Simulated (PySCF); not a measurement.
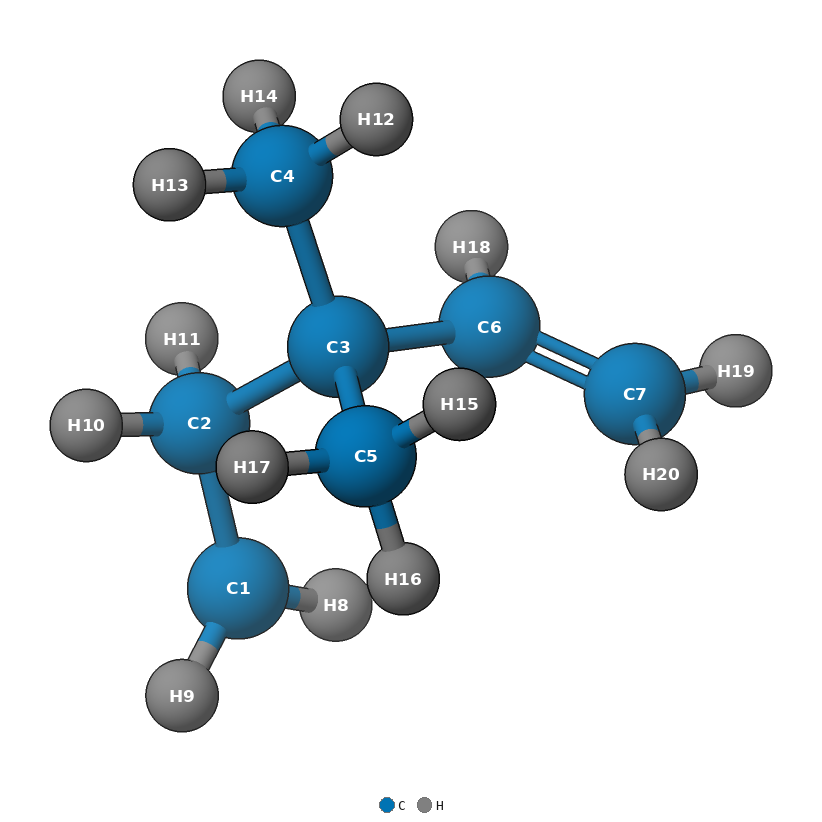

The species is neutral and a spin doublet. The geometry was computed by an optimisation with GFN2-xTB. No frequency run is at hand to confirm it as a minimum. Level of theory: UKS B3LYP, pcH-1 on C H, non-relativistic (PySCF 2.14.0). Fermi-contact and spin-dipolar terms alone, no spin-orbit part.

> Which nucleus has the largest dipolar (anisotropic) hyperfine coupling?

13C at C1: principal values −80.9, −80.1, 160.9 MHz.

List the isotropic and dipolar parts for the most strongly coupled nuclei, one of each equivalent set.

```csv
atom,isotope,a_iso (MHz),dipolar part (MHz)
C1,13C,91.8,"−80.9, −80.1, 160.9"
H9,1H,−63.2,"−39.4, 0.1, 39.2"
H8,1H,−62.3,"−38.8, −0.4, 39.2"
C3,13C,66.9,"−7.1, −6.4, 13.5"
H11,1H,84.5,"−5.3, −4.3, 9.6"
H10,1H,7.6,"−5.2, −4.0, 9.2"
H16,1H,0.5,"−5.9, −3.1, 9.0"
H17,1H,0.6,"−2.1, −1.7, 3.8"
```
